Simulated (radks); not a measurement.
# Valence configurations of In

Aim: which of several valence configurations of In lies lowest at this level, and whether it is the one NIST lists ([Kr] 4d10 5s2 5p1).

Method: non-relativistic Kohn-Sham, PBE, spin-polarised, spherical densities, point nucleus; open shells are filled with parallel spins first. Code: radks (a radial shooting solver on a logarithmic mesh, Libxc functionals) version 1.

### Step 1. The system

```
element       : indium (Z = 49)
charge        : 0
electrons     : 49
configuration : [Kr] 4d10 5s2 5p1
others tried  : 4d9.5 5s2 5p1.5; 4d10 5s1 5p2; 4d9 5s2 5p2; 4d9 5s1 5p3; 4d8.5 5s2 5p2.5; 4d8 5s2 5p3; 4d9.5 5s1 5p2.5; 4d9.5 5s1.5 5p2; 4d9 5p4
```

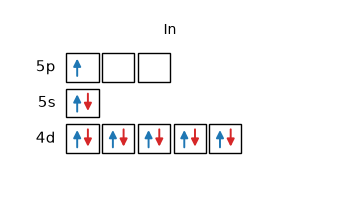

Occupation of the outer shells (arrows by Hund's rule).

### Step 2. [Kr] 4d10 5s2 5p1

Input:

```text
Z 49
configuration [Kr] 4d10 5s2 5p1
relativity non-relativistic
functional pbe,pbe
spin polarised
nucleus point
```

### Step 3. [Kr] 4d9.5 5s2 5p1.5

Input:

```text
Z 49
configuration [Kr] 4d9.5 5s2 5p1.5
relativity non-relativistic
functional pbe,pbe
spin polarised
nucleus point
```

### Step 4. [Kr] 4d10 5s1 5p2

Input:

```text
Z 49
configuration [Kr] 4d10 5s1 5p2
relativity non-relativistic
functional pbe,pbe
spin polarised
nucleus point
```

### Step 5. [Kr] 4d9 5s2 5p2

Input:

```text
Z 49
configuration [Kr] 4d9 5s2 5p2
relativity non-relativistic
functional pbe,pbe
spin polarised
nucleus point
```

### Step 6. [Kr] 4d9 5s1 5p3

Input:

```text
Z 49
configuration [Kr] 4d9 5s1 5p3
relativity non-relativistic
functional pbe,pbe
spin polarised
nucleus point
```

### Step 7. [Kr] 4d8.5 5s2 5p2.5

Input:

```text
Z 49
configuration [Kr] 4d8.5 5s2 5p2.5
relativity non-relativistic
functional pbe,pbe
spin polarised
nucleus point
```

### Step 8. [Kr] 4d8 5s2 5p3

Input:

```text
Z 49
configuration [Kr] 4d8 5s2 5p3
relativity non-relativistic
functional pbe,pbe
spin polarised
nucleus point
```

### Step 9. [Kr] 4d9.5 5s1 5p2.5

Input:

```text
Z 49
configuration [Kr] 4d9.5 5s1 5p2.5
relativity non-relativistic
functional pbe,pbe
spin polarised
nucleus point
```

### Step 10. [Kr] 4d9.5 5s1.5 5p2

Input:

```text
Z 49
configuration [Kr] 4d9.5 5s1.5 5p2
relativity non-relativistic
functional pbe,pbe
spin polarised
nucleus point
```

### Step 11. [Kr] 4d9 5p4

Input:

```text
Z 49
configuration [Kr] 4d9 5p4
relativity non-relativistic
functional pbe,pbe
spin polarised
nucleus point
```

What does the calculation give? Wanted: for each run, valence; E − E(NIST configuration); moment; highest level; its energy; 1s shift.

The runs gave:

```csv
valence,E − E(NIST configuration) (eV),moment (μB),highest level,its energy (eV),1s shift (eV)
4d10 5s2 5p1,0.000,1,5p up,-2.862,+0.00
4d10 5s1 5p2,3.935,3,5p up,-3.762,-1.16
4d9.5 5s2 5p1.5,8.892,2,5p up,-3.560,-3.67
4d9.5 5s1.5 5p2,10.993,3,5p up,-4.002,-4.22
4d9.5 5s1 5p2.5,12.841,4,5p up,-4.374,-4.69
4d9 5s2 5p2,18.729,3,5p up,-4.219,-7.36
4d9 5s1 5p3,22.662,5,5p up,-4.966,-8.27
4d8.5 5s2 5p2.5,29.500,4,5p up,-4.850,-11.08
4d9 5p4,30.741,3,5p down,-3.959,-9.96
4d8 5s2 5p3,41.194,5,5p up,-5.461,-14.85
```

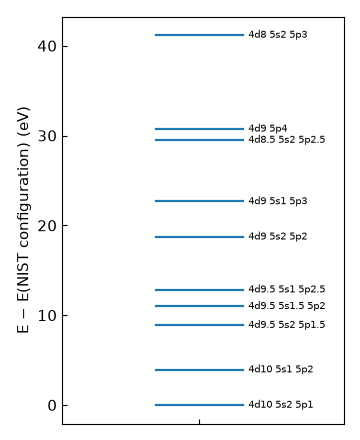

Energies of the configurations.

In words: The NIST configuration is the lowest of those tried, 3.935 eV under 4d10 5s1 5p2. The energies are those of spherical high-spin densities, not of single terms. Relativity is left out, which favours d and f over s occupation in heavy atoms. The 1s eigenvalue shifts by up to 14.85 eV as the valence charge is rearranged.
